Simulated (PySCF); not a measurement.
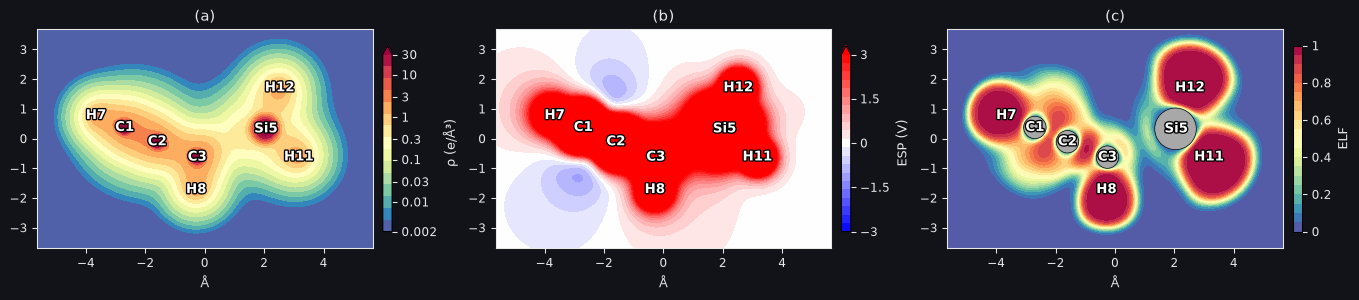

Figure 1: C$_{5}$H$_{8}$Si (SMILES C#CC1C[SiH2]C1). (a) total electron density; (b) electrostatic potential; (c) ELF on the plane of atoms C2, C3 and H8. Grey discs cover the atomic cores in the ELF map.

Geometry: GFN2-xTB.

All numbers below come from PBE0/pcSseg-1, SCF density, gas phase, non-relativistic in PySCF 2.14.0.

Input

```
{"job": {"kind": "nmr", "xc": "PBE0", "basis": "pcSseg-1"}, "charge": 0, "multiplicity": 1}
C      2.802575    -0.671387     0.430034
C      1.728349    -0.256718     0.101143
C      0.409449     0.215059    -0.240195
C     -0.214115     1.143532     0.834986
Si    -1.845830     0.150513     0.794122
C     -0.660799    -0.907594    -0.266590
H      3.752208    -1.026000     0.699119
H      0.453211     0.724458    -1.206784
H     -0.229360     2.192180     0.546759
H      0.326497     1.074329     1.777669
H     -2.939638     0.782267     0.054348
H     -2.316663    -0.422731     2.053444
H     -0.300247    -1.806564     0.230730
H     -0.966316    -1.191817    -1.270901
```

Command:

```sh
OMP_NUM_THREADS=1 python probes_run.py task.json out
```

Q: Read the bonding off the picture.

A:
- The plane passes through C, Si and H nuclei.
- C–C (1.20 Å): ρ at the midpoint is about 2.7 e/Å³; the ELF peaks at about 0.85 between the atoms: a short, multiple covalent bond.
- C–H (1.05 Å): ρ at the midpoint is about 2.1 e/Å³; the ELF climbs to about 1 towards the hydrogen, as it does in any bond to H (an ordinary covalent bond to hydrogen).
- Si–H (1.46 Å): ρ at the midpoint is about 0.81 e/Å³; the ELF climbs to about 1 towards the hydrogen.
- Outside the dense part of the molecule the potential is most negative (−1.0 V) near C1.
